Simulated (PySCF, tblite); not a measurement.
# (chlorosilyl)methane (CH5ClSi): isotopologues and vibrational averages

How do isotopes change the rotational constants and shieldings of (chlorosilyl)methane (CH5ClSi) (`C[SiH2]Cl`)?

Computed with tblite 0.8.0 (tight binding) and PySCF 2.14.0 (DFT, with response routines of our own); each step states its level. Atoms count from 0 throughout.

## Step 1: The starting structure

8 atoms, charge 0, multiplicity 1; geometry from: force field or distance geometry start.

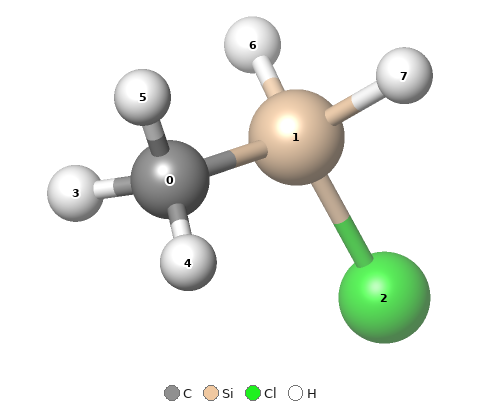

The starting geometry (carbon grey, silicon light orange, chlorine green, hydrogen white), atoms numbered.

## Step 2: GFN2-xTB relaxation, lowest of a short conformer search

The job: settings as JSON, then the geometry in Å.

```
{"job": {"xc": "GFN2-xTB", "basis": "xTB", "kind": "relax"}, "charge": 0, "multiplicity": 1}
C     -0.947600    -0.150000    -0.057800
Si     0.810800     0.220400     0.039800
Cl     2.045300    -1.321600    -0.779400
H     -1.366300     0.157500    -1.107900
H     -1.258100    -1.205400     0.214600
H     -1.571200     0.529700     0.627600
H      1.097700     1.527700    -0.562800
H      1.225600     0.279200     1.527700
```

Run with:

```
> OMP_NUM_THREADS=1 python ens_run.py task.json out
```

One launch serves the whole session.

The program printed:

```text
step      E/eV     max force
  0    -299.15085    4.325
  1    -299.49898    1.052
  2    -299.55767    0.777
  3    -299.59032    0.715
  4    -299.60876    0.430
  5    -299.61588    0.237
  6    -299.61884    0.234
  7    -299.62280    0.212
  8    -299.62562    0.194
  9    -299.62729    0.132
 10    -299.62825    0.132
 11    -299.62933    0.112
 12    -299.63053    0.154
 13    -299.63161    0.120
 14    -299.63233    0.077
 15    -299.63284    0.070
 16    -299.63340    0.092
 17    -299.63399    0.097
 18    -299.63437    0.051
 19    -299.63452    0.033
 20    -299.63463    0.037
 21    -299.63480    0.064
 22    -299.63507    0.081
 23    -299.63536    0.067
 24    -299.63553    0.028
 25    -299.63558    0.016
 26    -299.63560    0.016
 27    -299.63564    0.025
 28    -299.63573    0.039
 29    -299.63590    0.051
 30    -299.63617    0.061
 31    -299.63650    0.059
 32    -299.63683    0.051
 33    -299.63722    0.079
 34    -299.63768    0.095
 35    -299.63810    0.070
 36    -299.63839    0.038
 37    -299.63856    0.035
 38    -299.63870    0.052
 39    -299.63888    0.059
 40    -299.63908    0.045
 41    -299.63923    0.036
 42    -299.63929    0.023
 43    -299.63941    0.031
 44    -299.63951    0.027
 45    -299.63960    0.020
 46    -299.63963    0.021
 47    -299.63971    0.022
 48    -299.63975    0.021
 49    -299.63979    0.013
 50    -299.63979    0.008
 51    -299.63980    0.010
 52    -299.63981    0.013
 53    -299.63982    0.013
 54    -299.63984    0.010
 55    -299.63984    0.003
```

It took 0.19 s on 1 thread of INTEL XEON PLATINUM 8581C at 2.10GHz, shared host.

Relaxing gained 0.489 eV and moved the atoms by 0.17 Å on average (rms).

## Step 3: Tight optimisation and Hessian

The job: settings as JSON, then the geometry in Å.

```
{"job": {"xc": "PBE0", "basis": "pcSseg-1", "grid": 2, "temperatures": [250, 1000], "kind": "geom"}, "charge": 0, "multiplicity": 1}
C     -0.999300    -0.130242    -0.063216
Si     0.851720     0.238381     0.112864
Cl     1.896433    -1.166788    -0.895785
H     -1.309511    -0.116926    -1.105081
H     -1.249155    -1.109203     0.338272
H     -1.596408     0.605253     0.467105
H      1.180013     1.539262    -0.466766
H      1.262439     0.177913     1.514347
```

The program printed:

```text
step   0  E = -21510.5362853 eV  max force = 1.39406
step   1  E = -21510.5894265 eV  max force = 0.18561
step   2  E = -21510.5929976 eV  max force = 0.03330
step   3  E = -21510.5931184 eV  max force = 0.01230
step   4  E = -21510.5931347 eV  max force = 0.00112
step   5  E = -21510.5931347 eV  max force = 0.00112
step   6  E = -21510.5931353 eV  max force = 0.00008
harmonic wavenumbers (cm-1): 172.0 198.6 492.6 525.1 684.8 697.5 757.0 889.7 920.9 966.3 1287.7 1443.5 1449.9 2269.4 2272.3 3052.3 3143.1 3155.3
```

Wall time 2.5 min (1 thread of INTEL XEON PLATINUM 8581C at 2.10GHz, shared host).

## Step 4: Displacements along the modes, parent

The job: settings as JSON, then the geometry in Å.

```
{"job": {"xc": "PBE0", "basis": "pcSseg-1", "grid": 2, "temperatures": [250, 1000], "kind": "vib", "mass_numbers": [12, 28, 35, 1, 1, 1, 1, 1]}, "charge": 0, "multiplicity": 1}
C     -0.995387    -0.130575    -0.063599
Si     0.821482     0.234113     0.111440
Cl     1.919698    -1.196335    -0.917783
H     -1.302673    -0.112345    -1.114901
H     -1.242153    -1.115844     0.346718
H     -1.585606     0.620338     0.476403
H      1.168722     1.556790    -0.468654
H      1.252144     0.181507     1.532116
```

The program printed:

```text
mode    cm-1    km/mol   phi_rrr   E(+)/cm-1  E(-)/cm-1
  1    171.97     0.12      38.5      73.32      70.08
  2    198.64     2.99     -16.3      35.69      36.77
  3    492.60    11.89       1.2      90.57      90.59
  4    525.10    66.31    -128.7      90.05      99.33
  5    684.79    16.38      -0.6     124.23     124.14
  6    697.51     4.33     -60.2     123.67     128.00
  7    757.03    53.23      40.8     138.16     135.23
  8    889.70    48.23      -0.3     160.73     160.80
  9    920.88   266.53       3.8     166.13     165.93
 10    966.27   119.63     -84.9     171.16     177.26
 11   1287.73    36.29    -166.7     226.22     238.24
 12   1443.50    10.21      -4.3     259.75     260.07
 13   1449.91     8.07      67.9     263.51     258.62
 14   2269.38    94.47     866.6     441.14     378.81
 15   2272.35   127.81      15.0     411.16     410.07
 16   3052.25     0.90   -1064.4     512.86     589.38
 17   3143.15     0.95    -482.2     550.90     585.50
 18   3155.32     0.36      -0.9     570.79     570.84
```

Run time: 2.6 min. Hardware: 1 thread of INTEL XEON PLATINUM 8581C at 2.10GHz, shared host.

## Step 5: Displacements along the modes, 13C at atom 0

The job: settings as JSON, then the geometry in Å.

```
{"job": {"xc": "PBE0", "basis": "pcSseg-1", "grid": 2, "temperatures": [250, 1000], "kind": "vib", "mass_numbers": [13, 28, 35, 1, 1, 1, 1, 1]}, "charge": 0, "multiplicity": 1}
C     -0.995387    -0.130575    -0.063599
Si     0.821482     0.234113     0.111440
Cl     1.919698    -1.196335    -0.917783
H     -1.302673    -0.112345    -1.114901
H     -1.242153    -1.115844     0.346718
H     -1.585606     0.620338     0.476403
H      1.168722     1.556790    -0.468654
H      1.252144     0.181507     1.532116
```

The program printed:

```text
mode    cm-1    km/mol   phi_rrr   E(+)/cm-1  E(-)/cm-1
  1    171.97     0.12      38.5      73.33      70.08
  2    196.26     2.98      15.9      36.30      35.25
  3    492.60    11.88       1.2      90.57      90.59
  4    524.13    65.12     126.3      99.07      89.96
  5    684.52    16.70      -0.3     124.19     124.07
  6    687.88     7.03     -77.8     121.25     126.85
  7    749.68    49.57     -26.2     134.56     136.43
  8    883.43    47.57       0.3     159.67     159.60
  9    918.19   269.12       3.7     165.65     165.45
 10    966.23   118.86     -85.1     171.15     177.26
 11   1277.15    33.91    -165.0     224.37     236.27
 12   1441.23     9.71      -4.4     259.34     259.66
 13   1447.52     7.53      67.9     263.07     258.19
 14   2269.37    94.44     866.6     441.14     378.81
 15   2272.35   127.82      15.0     411.16     410.07
 16   3048.73     1.05   -1066.2     512.18     588.82
 17   3131.93     1.14    -447.4     550.07     582.17
 18   3143.88     0.47      -0.8     568.71     568.75
```

Wall time 2.6 min (1 thread of INTEL XEON PLATINUM 8581C at 2.10GHz, shared host).

## Step 6: Displacements along the modes, 2H at atom 5

The job: settings as JSON, then the geometry in Å.

```
{"job": {"xc": "PBE0", "basis": "pcSseg-1", "grid": 2, "temperatures": [250, 1000], "kind": "vib", "mass_numbers": [12, 28, 35, 1, 1, 2, 1, 1]}, "charge": 0, "multiplicity": 1}
C     -0.995387    -0.130575    -0.063599
Si     0.821482     0.234113     0.111440
Cl     1.919698    -1.196335    -0.917783
H     -1.302673    -0.112345    -1.114901
H     -1.242153    -1.115844     0.346718
H     -1.585606     0.620338     0.476403
H      1.168722     1.556790    -0.468654
H      1.252144     0.181507     1.532116
```

The program printed:

```text
mode    cm-1    km/mol   phi_rrr   E(+)/cm-1  E(-)/cm-1
  1    149.31     0.19     -31.0      55.06      57.68
  2    191.98     2.94     -14.1      34.55      35.47
  3    488.59    10.83       1.6      89.96      89.93
  4    507.09    44.78      85.7      94.55      88.36
  5    608.52    29.89     -27.7     108.80     110.80
  6    682.45    18.34       0.8     123.70     123.79
  7    745.17    40.76     133.9     139.17     129.54
  8    877.19    48.46      -0.1     158.38     158.45
  9    892.70   248.37      -4.6     160.89     161.17
 10    966.26   119.13     -85.0     171.15     177.26
 11   1198.06    53.53     103.7     220.05     212.55
 12   1253.26     2.91       0.6     225.77     225.70
 13   1422.97    12.52      75.2     259.00     253.58
 14   2267.37    68.23     367.7     422.37     395.89
 15   2272.35   127.73       1.4     410.66     410.57
 16   2274.77    26.18    -871.4     379.86     442.48
 17   3094.41     0.29   -1318.9     512.17     606.97
 18   3155.17     0.33       0.1     570.78     570.79
```

Wall time 2.6 min (1 thread of INTEL XEON PLATINUM 8581C at 2.10GHz, shared host).

## Step 7: Displacements along the modes, 2H at atom 3, 2H at atom 4

The job: settings as JSON, then the geometry in Å.

```
{"job": {"xc": "PBE0", "basis": "pcSseg-1", "grid": 2, "temperatures": [250, 1000], "kind": "vib", "mass_numbers": [12, 28, 35, 2, 2, 1, 1, 1]}, "charge": 0, "multiplicity": 1}
C     -0.995387    -0.130575    -0.063599
Si     0.821482     0.234113     0.111440
Cl     1.919698    -1.196335    -0.917783
H     -1.302673    -0.112345    -1.114901
H     -1.242153    -1.115844     0.346718
H     -1.585606     0.620338     0.476403
H      1.168722     1.556790    -0.468654
H      1.252144     0.181507     1.532116
```

The program printed:

```text
mode    cm-1    km/mol   phi_rrr   E(+)/cm-1  E(-)/cm-1
  1    137.95     0.09      25.7      48.54      46.39
  2    184.08     2.65      14.2      34.01      33.08
  3    431.78     4.24       0.9      79.30      79.34
  4    524.05    64.58     127.1      99.08      89.92
  5    654.74    21.48     -12.0     117.70     118.56
  6    667.32    33.12      -0.9     120.94     120.85
  7    688.37     6.77      61.5     126.33     121.90
  8    787.64    27.40      -0.4     142.07     142.09
  9    904.92   297.70      -3.7     163.07     163.27
 10    965.33   107.72     -85.7     170.96     177.12
 11   1039.15    25.84      54.5     189.15     185.23
 12   1195.31    15.54      50.2     217.60     213.97
 13   1275.70    15.21      -1.3     230.13     230.24
 14   2241.32     0.33     805.0     433.67     375.80
 15   2269.35    94.27     866.5     441.13     378.80
 16   2271.83   127.76      17.9     411.14     409.84
 17   2337.43     0.40      -0.2     422.25     422.25
 18   3107.05     1.39   -1938.5     495.42     634.48
```

Run time: 2.5 min. Hardware: 1 thread of INTEL XEON PLATINUM 8581C at 2.10GHz, shared host.

## Step 8: Vibrational averages by isotopologue

The job: settings as JSON, then the geometry in Å.

```
{"job": {"xc": "PBE0", "basis": "pcSseg-1", "grid": 2, "temperatures": [250, 1000], "kind": "iso"}, "charge": 0, "multiplicity": 1}
C     -0.995387    -0.130575    -0.063599
Si     0.821482     0.234113     0.111440
Cl     1.919698    -1.196335    -0.917783
H     -1.302673    -0.112345    -1.114901
H     -1.242153    -1.115844     0.346718
H     -1.585606     0.620338     0.476403
H      1.168722     1.556790    -0.468654
H      1.252144     0.181507     1.532116
```

The program printed:

```text
parent
  Be/MHz 15974.246 3834.975 3275.313
  B0/MHz 15921.15 3820.862 3259.582
  ZPE/cm-1 12189.0
  <sigma>(0 K)/ppm 181.151 353.027 977.155 30.113 30.122 30.567 25.874 25.875
13C at atom 0
  Be/MHz 15710.166 3737.754 3193.368
  B0/MHz 15658.87 3724.15 3178.201
  ZPE/cm-1 12153.5
  <sigma>(0 K)/ppm 181.163 353.029 977.183 30.114 30.124 30.569 25.874 25.875
2H at atom 5
  Be/MHz 15928.721 3611.421 3109.118
  B0/MHz 15859.352 3599.805 3095.49
  ZPE/cm-1 11523.8
  <sigma>(0 K)/ppm 181.473 352.932 978.142 30.134 30.142 30.691 25.874 25.875
2H at atom 3, 2H at atom 4
  Be/MHz 13755.402 3618.961 3079.665
  B0/MHz 13713.296 3605.413 3064.788
  ZPE/cm-1 10841.7
  <sigma>(0 K)/ppm 181.724 352.999 977.771 30.251 30.258 30.607 25.878 25.879
```

Run time: 13 min. Hardware: 1 thread of INTEL XEON PLATINUM 8581C at 2.10GHz, shared host. This counts the whole study up to here.

Rotational constants (MHz) at equilibrium and in the ground state:

| isotopologue | Be | B0 | zero-point change (cm⁻¹) |
| --- | --- | --- | --- |
| parent | 15974.2, 3835.0, 3275.3 | 15921.1, 3820.9, 3259.6 | 0.0 |
| 13C at atom 0 | 15710.2, 3737.8, 3193.4 | 15658.9, 3724.2, 3178.2 | -35.5 |
| 2H at atom 5 | 15928.7, 3611.4, 3109.1 | 15859.4, 3599.8, 3095.5 | -665.2 |
| 2H at atom 3, 2H at atom 4 | 13755.4, 3619.0, 3079.7 | 13713.3, 3605.4, 3064.8 | -1347.4 |

Shieldings of the first species (ppm): at equilibrium, the vibrational parts at 0 K, and the averages:

| atom | equilibrium | anharmonic | harmonic | 0 K | 250 K | 1000 K |
| --- | --- | --- | --- | --- | --- | --- |
| C0 | 185.43 | 0.96 | -5.24 | 181.15 | 180.94 | 179.42 |
| Si1 | 355.26 | -0.80 | -1.43 | 353.03 | 352.89 | 351.77 |
| Cl2 | 992.31 | -1.38 | -13.77 | 977.15 | 974.82 | 955.49 |
| H3 | 30.75 | 0.18 | -0.82 | 30.11 | 30.08 | 29.80 |
| H4 | 30.75 | 0.19 | -0.82 | 30.12 | 30.10 | 29.88 |
| H5 | 31.22 | 0.24 | -0.90 | 30.57 | 30.52 | 30.16 |
| H6 | 26.22 | -0.08 | -0.27 | 25.87 | 25.87 | 25.70 |
| H7 | 26.22 | -0.08 | -0.27 | 25.87 | 25.87 | 25.71 |

Isotope effects on the shieldings at 0 K (ppb; positive means more shielded):

| atom | 13C at atom 0 | 2H at atom 5 | 2H at atom 3, 2H at atom 4 |
| --- | --- | --- | --- |
| C0 | 12 | 322 | 573 |
| Si1 | 2 | -95 | -28 |
| Cl2 | 28 | 987 | 616 |
| H3 | 2 | 21 | 139 |
| H4 | 2 | 20 | 136 |
| H5 | 2 | 124 | 40 |
| H6 | 0 | 0 | 4 |
| H7 | 0 | 0 | 4 |

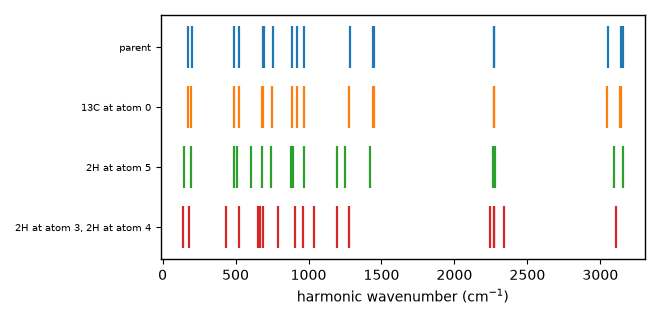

Harmonic wavenumbers of each isotopologue.

## Step 9: Tight optimisation and Hessian, xc KT3; basis pcSseg-1

The job: settings as JSON, then the geometry in Å.

```
{"job": {"xc": "KT3", "basis": "pcSseg-1", "grid": 2, "temperatures": [250, 1000], "j": false, "kind": "geom"}, "charge": 0, "multiplicity": 1}
C     -0.999300    -0.130242    -0.063216
Si     0.851720     0.238381     0.112864
Cl     1.896433    -1.166788    -0.895785
H     -1.309511    -0.116926    -1.105081
H     -1.249155    -1.109203     0.338272
H     -1.596408     0.605253     0.467105
H      1.180013     1.539262    -0.466766
H      1.262439     0.177913     1.514347
```

The program printed:

```text
step   0  E = -21683.8471750 eV  max force = 1.23546
step   1  E = -21683.8842509 eV  max force = 0.14981
step   2  E = -21683.8867836 eV  max force = 0.03066
step   3  E = -21683.8868754 eV  max force = 0.01101
step   4  E = -21683.8868911 eV  max force = 0.00279
step   5  E = -21683.8868933 eV  max force = 0.00206
step   6  E = -21683.8868938 eV  max force = 0.00032
step   7  E = -21683.8868938 eV  max force = 0.00032
harmonic wavenumbers (cm-1): 174.4 195.6 484.9 522.0 676.0 687.7 749.1 881.5 913.9 957.5 1271.9 1443.1 1450.3 2264.3 2269.9 3051.6 3138.2 3152.6
```

Wall time 3 min (1 thread of INTEL XEON PLATINUM 8581C at 2.10GHz, shared host).

## Step 10: Displacements along the modes, xc KT3; basis pcSseg-1; parent

The job: settings as JSON, then the geometry in Å.

```
{"job": {"xc": "KT3", "basis": "pcSseg-1", "grid": 2, "temperatures": [250, 1000], "j": false, "kind": "vib", "mass_numbers": [12, 28, 35, 1, 1, 1, 1, 1]}, "charge": 0, "multiplicity": 1}
C     -0.994193    -0.130884    -0.063802
Si     0.821060     0.230197     0.108881
Cl     1.924580    -1.190115    -0.914490
H     -1.302043    -0.111294    -1.106234
H     -1.242396    -1.106798     0.345862
H     -1.573481     0.618649     0.473842
H      1.159837     1.547054    -0.464425
H      1.242866     0.180840     1.522105
```

The program printed:

```text
mode    cm-1    km/mol   phi_rrr   E(+)/cm-1  E(-)/cm-1
  1    174.36     0.11       2.6      72.00      70.66
  2    195.57     2.62      15.1      35.97      35.39
  3    484.93    11.16       0.4      89.12      89.40
  4    522.05    60.37    -129.4      89.41      98.88
  5    676.00    14.54      -1.0     122.81     122.45
  6    687.74     3.92     -62.0     121.90     126.28
  7    749.09    51.49      43.2     136.87     133.69
  8    881.50    41.35      -0.6     159.30     159.29
  9    913.86   261.28      -3.6     164.85     164.66
 10    957.55   116.80      85.1     175.58     169.73
 11   1271.93    20.56     174.7     235.69     223.08
 12   1443.14     6.58       3.5     259.98     259.72
 13   1450.27     4.46      70.4     263.66     258.61
 14   2264.31    90.88     880.9     440.82     377.40
 15   2269.87   119.91      29.7     411.30     409.12
 16   3051.57     2.08   -1098.8     511.65     590.68
 17   3138.23     2.67    -402.6     553.00     581.72
 18   3152.64     1.61      19.5     571.25     569.80
```

It took 2.8 min on 1 thread of INTEL XEON PLATINUM 8581C at 2.10GHz, shared host.

## Step 11: Displacements along the modes, xc KT3; basis pcSseg-1; 13C at atom 0

The job: settings as JSON, then the geometry in Å.

```
{"job": {"xc": "KT3", "basis": "pcSseg-1", "grid": 2, "temperatures": [250, 1000], "j": false, "kind": "vib", "mass_numbers": [13, 28, 35, 1, 1, 1, 1, 1]}, "charge": 0, "multiplicity": 1}
C     -0.994193    -0.130884    -0.063802
Si     0.821060     0.230197     0.108881
Cl     1.924580    -1.190115    -0.914490
H     -1.302043    -0.111294    -1.106234
H     -1.242396    -1.106798     0.345862
H     -1.573481     0.618649     0.473842
H      1.159837     1.547054    -0.464425
H      1.242866     0.180840     1.522105
```

The program printed:

```text
mode    cm-1    km/mol   phi_rrr   E(+)/cm-1  E(-)/cm-1
  1    174.35     0.11       2.6      71.99      70.66
  2    193.23     2.60      14.7      35.51      34.95
  3    484.93    11.15       0.4      89.12      89.40
  4    520.99    59.19     126.8      98.59      89.31
  5    675.72    14.81      -2.7     122.69     122.45
  6    678.29     6.48     -78.3     119.56     125.12
  7    741.71    47.77     -28.5     133.03     135.13
  8    875.30    40.76      -0.6     158.19     158.17
  9    911.23   263.95      -3.6     164.38     164.19
 10    957.50   115.98      85.3     175.58     169.71
 11   1261.71    18.92     172.7     233.77     221.30
 12   1440.90     6.22       3.6     259.58     259.31
 13   1447.91     4.09      70.4     263.23     258.18
 14   2264.31    90.85     880.9     440.82     377.40
 15   2269.87   119.93      29.7     411.30     409.12
 16   3048.11     2.29   -1102.7     510.92     590.21
 17   3127.15     2.93    -357.4     552.56     578.04
 18   3141.26     1.81      20.3     569.21     567.70
```

Run time: 2.9 min. Hardware: 1 thread of INTEL XEON PLATINUM 8581C at 2.10GHz, shared host.

## Step 12: Vibrational averages by isotopologue, second settings

The job: settings as JSON, then the geometry in Å.

```
{"job": {"xc": "KT3", "basis": "pcSseg-1", "grid": 2, "temperatures": [250, 1000], "j": false, "kind": "iso"}, "charge": 0, "multiplicity": 1}
C     -0.994193    -0.130884    -0.063802
Si     0.821060     0.230197     0.108881
Cl     1.924580    -1.190115    -0.914490
H     -1.302043    -0.111294    -1.106234
H     -1.242396    -1.106798     0.345862
H     -1.573481     0.618649     0.473842
H      1.159837     1.547054    -0.464425
H      1.242866     0.180840     1.522105
```

The program printed:

```text
parent
  Be/MHz 16197.609 3841.052 3286.351
  B0/MHz 16135.736 3826.493 3269.858
  ZPE/cm-1 12142.3
  <sigma>(0 K)/ppm 180.159 370.141 969.213 30.440 30.443 30.844 26.145 26.145
13C at atom 0
  Be/MHz 15930.802 3743.212 3203.817
  B0/MHz 15870.871 3729.195 3187.927
  ZPE/cm-1 12107.2
  <sigma>(0 K)/ppm 180.170 370.145 969.244 30.442 30.445 30.846 26.145 26.145
```

It took 8.8 min on 1 thread of INTEL XEON PLATINUM 8581C at 2.10GHz, shared host. This counts the runs that the step sums up.

Rotational constants (MHz) at equilibrium and in the ground state:

| isotopologue | Be | B0 | zero-point change (cm⁻¹) |
| --- | --- | --- | --- |
| parent | 16197.6, 3841.1, 3286.4 | 16135.7, 3826.5, 3269.9 | 0.0 |
| 13C at atom 0 | 15930.8, 3743.2, 3203.8 | 15870.9, 3729.2, 3187.9 | -35.1 |

Shieldings of the first species (ppm): at equilibrium, the vibrational parts at 0 K, and the averages:

| atom | equilibrium | anharmonic | harmonic | 0 K | 250 K | 1000 K |
| --- | --- | --- | --- | --- | --- | --- |
| C0 | 184.51 | 0.89 | -5.24 | 180.16 | 179.94 | 178.40 |
| Si1 | 372.79 | -0.95 | -1.70 | 370.14 | 369.95 | 368.42 |
| Cl2 | 985.17 | -1.68 | -14.27 | 969.21 | 966.81 | 946.61 |
| H3 | 31.10 | 0.18 | -0.84 | 30.44 | 30.41 | 30.15 |
| H4 | 31.10 | 0.18 | -0.84 | 30.44 | 30.42 | 30.16 |
| H5 | 31.53 | 0.23 | -0.92 | 30.84 | 30.79 | 30.44 |
| H6 | 26.50 | -0.08 | -0.27 | 26.14 | 26.14 | 25.96 |
| H7 | 26.50 | -0.08 | -0.27 | 26.15 | 26.14 | 25.96 |

Isotope effects on the shieldings at 0 K (ppb; positive means more shielded):

| atom | 13C at atom 0 |
| --- | --- |
| C0 | 12 |
| Si1 | 4 |
| Cl2 | 31 |
| H3 | 2 |
| H4 | 2 |
| H5 | 2 |
| H6 | 0 |
| H7 | 0 |

## Step 13: What came out

| quantity | value |
| --- | --- |
| point group | Cs |
| B0 of the first species | 15921.1, 3820.9, 3259.6 MHz |
| zero-point energy | 12189 cm⁻¹ |
| zero-point change of σ(Cl2) | -15.15 ppm |

In words: Zero-point motion changes the shielding of Cl2 most, by -15.15 ppm. The largest secondary isotope effect is 987 ppb on Cl2, 3 bonds from the change (2H at atom 5). The job flags a low mode; perturbation theory is less sure for low modes. Internal rotors are held in one well.
